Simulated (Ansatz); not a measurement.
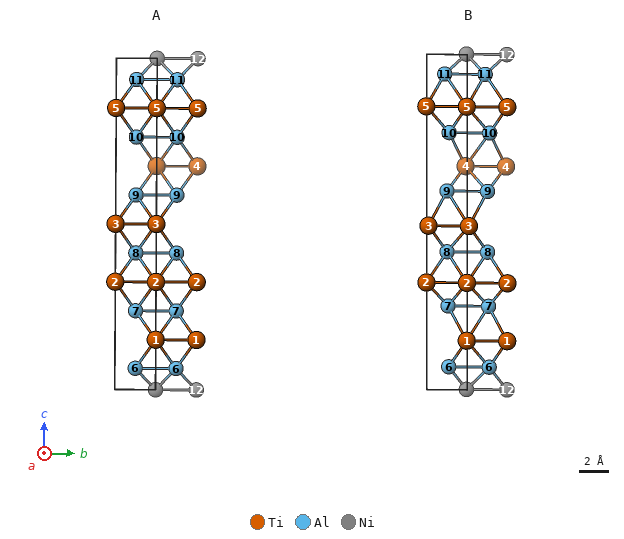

Two geometries of solid Ti₅Al₆Ni (a generated structure, set up in P1) (coarse preliminary run), drawn at one scale. One is the start of a relaxation, the other its converged end. The picture is a ball-and-stick view of the cell of the calculation, repeated 1 × 2 × 1 with one cell outlined, seen along the a axis.

These are results of DFT PBE, scalar-relativistic, plane waves, PAW (Ansatz 0.2.0), not measurements. Set-up: plane-wave cutoff 420 eV; k-point mesh 8 × 8 × 1; occupations gaussian; smearing width 0.2 eV; no spin polarisation; cell and atoms relaxed; force threshold 0.025 eV/Å; at most 60 steps.

Q: Which geometry has the lower energy?

A: Structure A is the relaxed one. After 3 accepted moves (4 points after the start) the energy has fallen by 157 meV per atom. Largest force component: 2.8 eV/Å at the start, 0.0083 eV/Å at the end. Pressure: 1.77 GPa at the start and 0.01 GPa at the end. The SCF was repeated once at an unchanged geometry on a basis and grid sized afresh for the cell, which shifted the energy by 0.1 meV per atom at most. Al7 moves most relative to the cell: 0.29 Å along [−1 −2 −1]. Largest moves by element: Al 0.29 Å, Ti 0.29 Å, Ni 0.15 Å. The drawn cell changes as follows: a 2.895 → 2.843 Å (−1.8 %), b 2.823 → 2.839 Å (+0.6 %), c 23.377 → 23.103 Å (−1.2 %), α 90.6° → 90.0°, β 90.3° → 90.0°, γ 89.8° → 90.0°; the volume changes by −2.4 %. Among the contacts that change: Ti1–Al7 3.268 → 2.847 Å, Ti3–Al9 3.259 → 2.849 Å, Ti4–Al10 3.229 → 2.845 Å, Ti2–Al7 2.481 → 2.845 Å. The space group (tolerance 0.01 Å) goes from P1 (No. 1) to P4/mmm (No. 123). Cost: 39 s on 4 threads of Intel(R) Xeon(R) Platinum 8488C (Sapphire Rapids), with other jobs on the host, peak memory 0.78 GiB.

Limits of the set-up: an element that often carries a moment was run without spin polarisation.
